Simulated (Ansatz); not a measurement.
CH5AlOSi (SMILES C1[O][AlH][SiH2]1)

```xyz
9

C    -0.4945    0.8068   -0.5067
O     0.9049    0.8698   -0.8403
Al    1.6492   -0.4433   -0.0088
Si   -0.6455   -0.7219    0.6687
H    -1.0866    0.6950   -1.4211
H    -0.8008    1.7410   -0.0244
H     3.1917   -0.7906   -0.0645
H    -1.5097   -1.8142    0.1382
H    -1.1201   -0.3889    2.0418
```

Geometry: PBE0-D4/def2-TZVP.

Method: Ansatz 0.2.0, RKS PBE0-D4/def2-TZVPP.

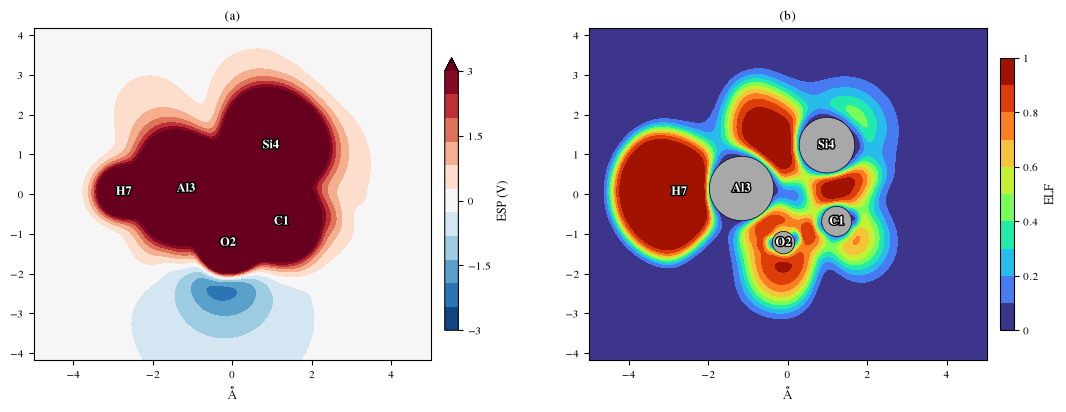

Figure 1. (a) electrostatic potential; (b) ELF on the plane of atoms C1, O2 and Al3. Grey discs cover the atomic cores in the ELF map.

### Read the bonding off the picture.

Atoms in the plane: C, O, Al, Si and H.
C–O (1.44 Å): the ELF peaks at about 0.85 between the atoms, as expected for a shared but strongly polarised pair.
Al–O (1.72 Å): the ELF peaks at about 0.90 in the valence shell of O, 0.6 Å from its nucleus, and is about 0.50 at the midpoint.
C–Si (1.93 Å): the ELF peaks at about 0.95 between the atoms; localised, covalent bonding.
Al–Si (2.41 Å): the ELF peaks at about 0.95 between the atoms; a covalent bond.
Al–H (1.58 Å): the ELF climbs to about 1 towards the hydrogen.
The ELF also peaks beside O2, away from the bonds: lone-pair regions.
Outside the dense part of the molecule the potential is most negative (−2.1 V) near O2.

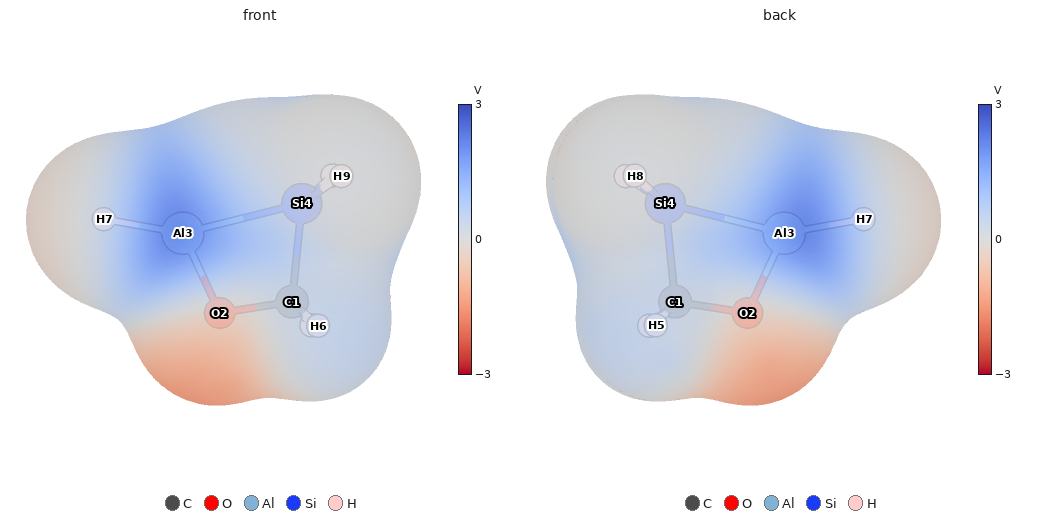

Figure 2. The molecular electrostatic potential painted on the density surface at 0.001 e/bohr³, seen from the front and from behind; the colour scale runs from red (negative) to blue (positive).

### Describe the electrostatic potential map.

The most negative region (about −1.4 V) lies over O2, the most positive (about +2.1 V) over Al3. O2 is the likeliest acceptor of a hydrogen bond.

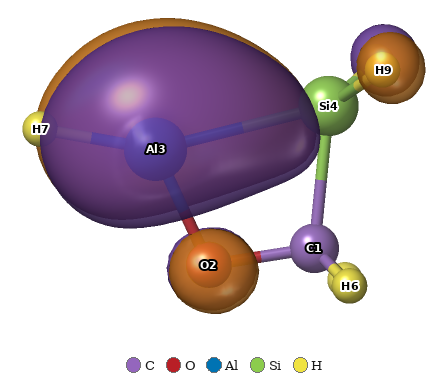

Figure 3. The LUMO at ±0.1 Å⁻³ᐟ² (orange and purple are the two phases), seen across its widest extent.

### Describe this orbital and give its energy.

It lies mainly on Al3 (about 65 %), Si4 (about 15 %) and O2 (about 5 %). Its energy is −1.51 eV.
